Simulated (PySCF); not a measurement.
Input file:

```
{"job": {"kind": "nmr", "xc": "PBE0", "basis": "pcSseg-1"}, "charge": 0, "multiplicity": 1}
C     -3.701193    -0.475451     0.419316
C     -2.238215    -0.680821     0.048925
C     -1.435977     0.615938     0.209438
C      0.001619     0.451291    -0.152339
C      1.071441     0.559800     0.633298
F      1.079998     0.797791     1.954380
N      2.297512     0.493458    -0.013066
C      3.455336    -0.036113     0.661437
C      2.013634     0.005755    -1.358133
C      0.502293     0.223138    -1.560033
H     -4.261595    -1.399579     0.298237
H     -3.791553    -0.152522     1.453972
H     -4.151848     0.284869    -0.215297
H     -1.803253    -1.453734     0.686052
H     -2.172228    -1.023338    -0.985808
H     -1.501126     0.952719     1.246207
H     -1.884178     1.385657    -0.427350
H      3.491384     0.365904     1.672132
H      4.350149     0.278789     0.123847
H      3.444217    -1.134113     0.713880
H      2.620525     0.553429    -2.082360
H      2.268535    -1.061475    -1.434200
H      0.306274     1.102090    -2.179809
H      0.026513    -0.633716    -2.038238
```

Run with:

```sh
OMP_NUM_THREADS=1 python probes_run.py task.json out
```

Geometry: GFN2-xTB.

Computed with PBE0/pcSseg-1, SCF density, gas phase, non-relativistic (PySCF).

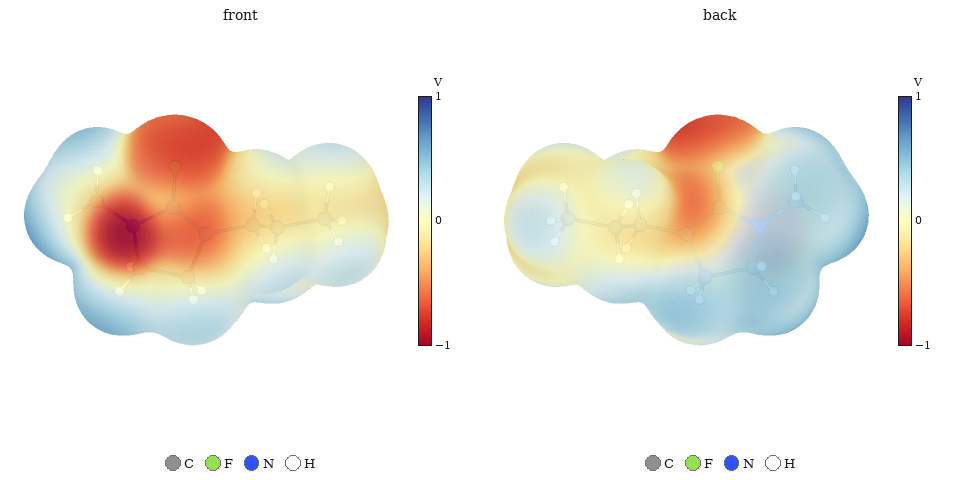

C₈H₁₄FN (SMILES CCCC1=C(F)N(C)CC1). The electrostatic potential painted on the density surface at 0.001 e/bohr³, seen from the front and from behind; red is negative and blue positive.

Question: Where is the surface potential most negative and most positive?

Answer: The most negative region (about −1.0 V) lies over N7, the most positive (about +0.6 V) over H19 and H21.
